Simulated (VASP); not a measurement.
Band structure of MoS2 (2H layered). Level of theory: optB88-vdW, VASP's PBE PAW potentials (set 64) (plane waves; VASP).

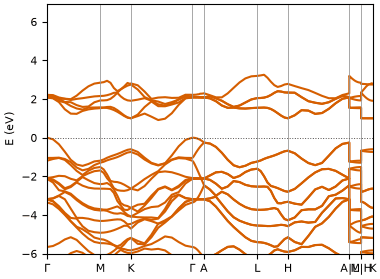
*Bands along high-symmetry lines, zero at the valence-band maximum or, without a gap, the Fermi level*

**Question.** Read the plot: is there a gap, and where are the band edges?

**Answer.** The gap is indirect, 0.91 eV, from the valence maximum at Γ to the conduction minimum at K-Γ at 0.44. (Edges off the drawn lines would not show.)

Measured: gap 1.29 eV (computed value off by -0.38 eV), as given by Wei Chen et al., Physical Review Materials (2018), doi:10.1103/physrevmaterials.2.073803.

The compound is MoS2 in the 2H layered structure. It was relaxed first.
